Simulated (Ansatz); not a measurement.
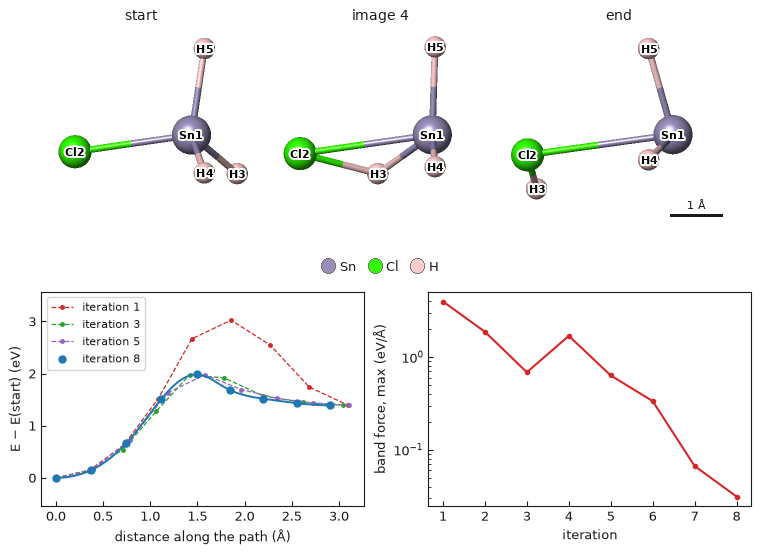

A nudged-elastic-band calculation for SnH$_{3}$Cl. Images are numbered from 0 (start) to 8 (end). The plot follows the band through its iterations. A ball-and-stick model, seen at a tilt.

All numbers below come from Ansatz 0.2.0, RKS PBE0/def2-SVP.

The input:
```yaml
crystal:
  periodic: [false, false, false]
  atoms:
    - { symbol: Sn, position_ang: [0.325819, 0.0, 0.073963] }
    - { symbol: Cl, position_ang: [0.728017, 0.0, 2.399761] }
    - { symbol: H, position_ang: [1.862304, 0.0, -0.66975] }
    - { symbol: H, position_ang: [-0.56177, 1.41895, -0.267788] }
    - { symbol: H, position_ang: [-0.56177, -1.41895, -0.267788] }
basis:
  gaussian: { orbitals: def2-SVP }
hamiltonian:
  xc: pbe0
neb:
  order_check: false
  images: 7
  f_tol: 0.05
  max_iterations: 60
  final_atoms:
    - { symbol: Sn, position_ang: [-0.187302, -7.6e-07, -0.92052787] }
    - { symbol: Cl, position_ang: [1.52161069, -3.08e-06, 1.46977376] }
    - { symbol: H, position_ang: [2.65666015, 1.75e-06, 0.85845172] }
    - { symbol: H, position_ang: [-1.09918456, 1.26924255, -0.06965305] }
    - { symbol: H, position_ang: [-1.09918427, -1.26924045, -0.06964657] }
  initial_path:
    images:
      - { positions_ang: [[0.325819, 0.0, 0.073963], [0.728017, 0.0, 2.399761], [1.862304, 0.0, -0.66975], [-0.56177, 1.41895, -0.267788], [-0.56177, -1.41895, -0.267788]] }
      - { positions_ang: [[0.24456344, 0.0, 0.05519158], [0.92334517, 0.0, 2.33199955], [1.87578815, 0.0, -0.42556714], [-0.62554838, 1.4191625, -0.34661299], [-0.62554838, -1.4191625, -0.34661299]] }
      - { positions_ang: [[0.16330787, 0.0, 0.03642016], [1.11867334, 0.0, 2.2642381], [1.88927231, 0.0, -0.18138428], [-0.68932676, 1.419375, -0.42543799], [-0.68932676, -1.419375, -0.42543799]] }
      - { positions_ang: [[0.08205231, 0.0, 0.01764874], [1.31400151, 0.0, 2.19647665], [1.90275646, 0.0, 0.06279858], [-0.75310514, 1.4195875, -0.50426298], [-0.75310514, -1.4195875, -0.50426298]] }
      - { positions_ang: [[0.00079674, 0.0, -0.00112268], [1.50932968, 0.0, 2.12871521], [1.91624061, 0.0, 0.30698143], [-0.81688352, 1.4198, -0.58308798], [-0.81688352, -1.4198, -0.58308798]] }
      - { positions_ang: [[-0.04622794, -1.9e-07, -0.23097398], [1.51239993, -7.7e-07, 1.96397984], [2.1013455, 4.4e-07, 0.44484901], [-0.88745878, 1.38216064, -0.45472925], [-0.88745871, -1.38216011, -0.45472763]] }
      - { positions_ang: [[-0.09325263, -3.8e-07, -0.46082527], [1.51547019, -1.54e-06, 1.79924448], [2.28645038, 8.8e-07, 0.58271658], [-0.95803404, 1.34452127, -0.32637051], [-0.9580339, -1.34452023, -0.32636727]] }
      - { positions_ang: [[-0.14027732, -5.7e-07, -0.69067657], [1.51854044, -2.31e-06, 1.63450912], [2.47155526, 1.31e-06, 0.72058415], [-1.0286093, 1.30688191, -0.19801178], [-1.02860908, -1.30688034, -0.19800692]] }
      - { positions_ang: [[-0.187302, -7.6e-07, -0.92052787], [1.52161069, -3.08e-06, 1.46977376], [2.65666015, 1.75e-06, 0.85845172], [-1.09918456, 1.26924255, -0.06965305], [-1.09918427, -1.26924045, -0.06964657]] }
```

Run as
```bash
ansatz run input.yaml --threads 1 --pin off --max-ram 2048MiB --backend cpu --events-out ev --progress --plain --runs-dir out
```

Did the band converge, and can the barrier be trusted?

Answer. The result is final at these settings. The band converged in 8 iterations. The largest component of the band force went from 4 to 0.031 eV/Å. The climbing image converged on the top of the path. Its vibrational analysis gives one imaginary mode (974i cm⁻¹), as a transition state must have. The first iteration put the highest image at 3.03 eV. The highest point, image 4, lies 1.99 eV above the start and 0.60 eV above the end; the end is at +1.39 eV relative to the start.

The run took 3.1 min on 1 thread of Arm Neoverse N1 (shared host), peak memory 0.12 GiB.
